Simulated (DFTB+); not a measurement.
Geometry relaxation, with input and output: CH$_{9}$N$_{2}$Si$_{2}$ (charge −1) (part 4 of 4)

CH$_{9}$N$_{2}$Si$_{2}$, charge −1; GFN1-xTB, R-SCC, dispersion built in (DFTB+ 25.1). The geometry comes from this level: GFN2-xTB.

Geometry of the input (Å):
```
C  -1.5514  1.2233  1.5777
Si 0.2687  0.8342  1.1221
N  0.5394  -0.6421  0.4056
Si 0.2903  -1.4399  -1.0383
N  1.2372  -0.8044  -2.4002
H  -2.1614  1.3288  0.6833
H  -1.6527  2.1401  2.1577
H  -1.9780  0.4137  2.1653
H  1.0020  0.8708  2.4244
H  0.7047  2.1061  0.4444
H  0.7030  -2.8689  -0.8505
H  -1.0559  -1.5204  -1.6840
H  1.7353  -1.5110  -2.9250
H  1.9188  -0.1303  -2.0824
```

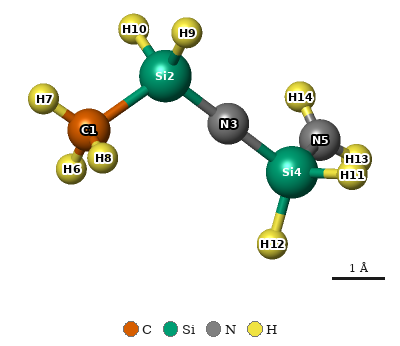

**Figure 1.** The geometry at step 41 of the log (ball-and-stick view, seen at a tilt; atoms are numbered from 1 in the order of the input).

## Trajectory as extended XYZ, continued
```
14
Properties=species:S:1:pos:R:3 step=38 energy=-474.28985
C    -1.6120    1.3074    1.7001
Si    0.2140    0.9042    1.1680
N     0.3057   -0.3025    0.0298
Si    0.3732   -1.5049   -1.1306
N     1.4939   -1.0650   -2.3881
H    -2.2620    1.4659    0.8297
H    -1.6826    2.2154    2.3112
H    -2.0724    0.5038    2.2896
H     0.8980    0.5958    2.4197
H     0.7644    2.1858    0.7265
H     0.8112   -2.7783   -0.5731
H    -0.9117   -1.7683   -1.7763
H     1.6983   -1.5740   -3.2305
H     1.9834   -0.1859   -2.3775
14
Properties=species:S:1:pos:R:3 step=41 energy=-474.29413
C    -1.6176    1.3205    1.7109
Si    0.2026    0.9023    1.1688
N     0.2952   -0.2799    0.0072
Si    0.3759   -1.5010   -1.1306
N     1.4829   -1.0646   -2.4118
H    -2.2742    1.4867    0.8475
H    -1.6920    2.2236    2.3304
H    -2.0753    0.5121    2.2953
H     0.8895    0.5733    2.4139
H     0.7617    2.1810    0.7454
H     0.8371   -2.7679   -0.5690
H    -0.9053   -1.7853   -1.7724
H     1.7108   -1.5929   -3.2358
H     2.0103   -0.2082   -2.4016
```

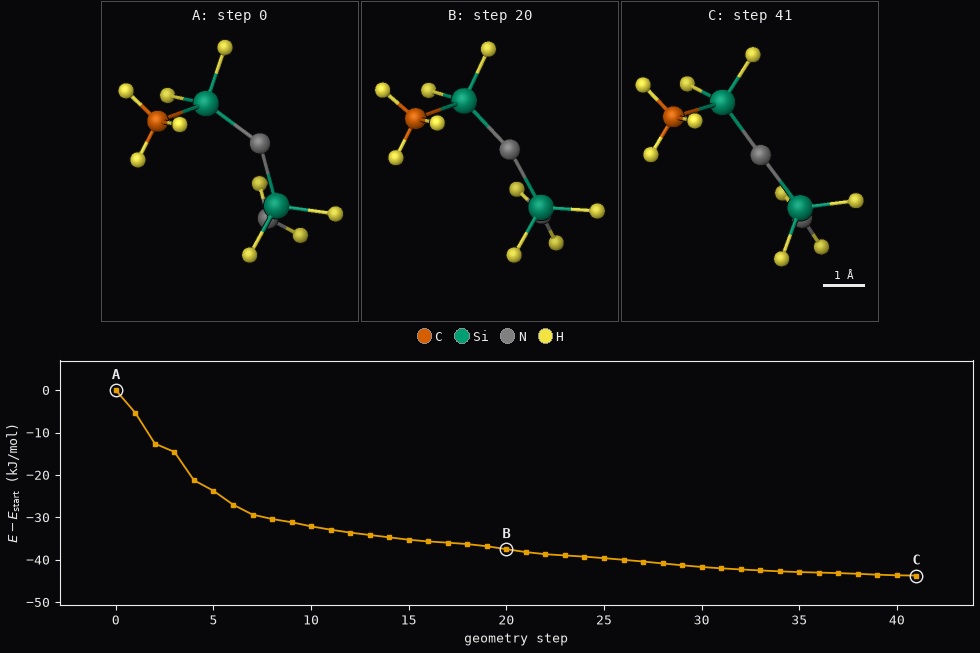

**Figure 2.** Frames of the relaxation (ball-and-stick view, seen at a tilt) above the curves, on which the letters mark them (steps are counted from 0).

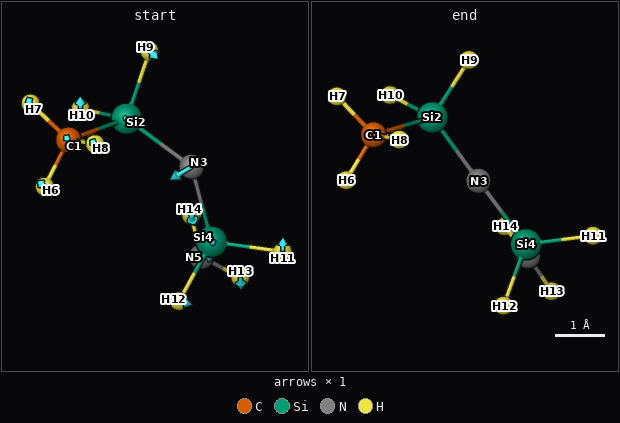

**Figure 3.** Before (left) and after (right) the relaxation, at one scale (ball-and-stick view, seen at a tilt). The teal arrows give the displacements, at true length. After 41 geometry steps the energy has fallen by 43.7 kJ/mol. The largest move after the best rigid fit is that of N3, 0.59 Å. By element the largest moves are N 0.59 Å, H 0.34 Å, C 0.18 Å, Si 0.14 Å. Among the contacts that change: Si2–H10 1.506 → 1.458 Å, Si2–H9 1.495 → 1.460 Å, C1–Si2 1.916 → 1.945 Å, Si4–N5 1.776 → 1.749 Å. Among the angles that change: Si2–N3–Si4 140.6° → 178.4°, Si4–N5–H13 114.2° → 127.8°, Si4–N5–H14 110.9° → 122.5°. (Atoms are counted from 1 in the order of the input.)

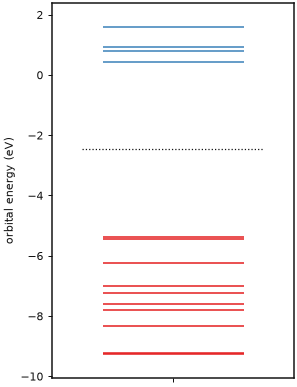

**Figure 4.** Orbital energies near the frontier; the dotted line parts filled from empty levels, and levels within 0.02 eV of each other stand side by side. Highest filled −5.38 eV, lowest empty 0.43 eV, 5.81 eV apart.

## Summary

- outcome: converged
- Mermin free energy: −17.429988 hartree
- basis functions: 48
- largest force: 0.052 eV/Å
- HOMO: −5.38 eV
- LUMO: 0.43 eV
- hardware: 1 thread of Intel Xeon @ 2.50GHz (Skylake/Cascade Lake), 32 GiB of memory available, shared host
- wall time: 1.8 s
- peak memory: 0.073 GiB

## Remarks

Settings chosen away from the usual ones: optimiser.
